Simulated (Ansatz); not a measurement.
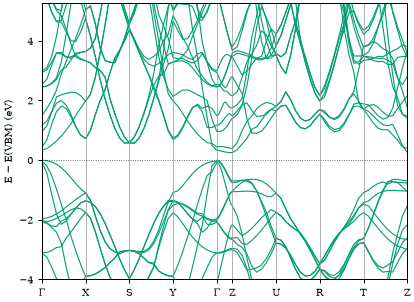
*Band structure from PBEsol (plane waves, PAW; program Ansatz)*

Read off the gap and where the band edges lie.

About 0.3 eV (0.25 eV by a search for the band edges); maximum at Γ, minimum at Z.

The material is SiGe in space group Pmma (No. 51; Si on 2e, Si on 2f, Ge on 2e, Ge on 2f).

The start of the workflow was typed in or built on a structure type; neither database checked (COD, Materials Project) lists it. Whether it is the stable phase at ambient conditions was not checked. Symmetry was held in the PBEsol relaxation; of distortions, only those at the zone centre were tested. Spin–orbit coupling is left out wherever it is not named.

Potentials: the later of the program's two PAW sets.
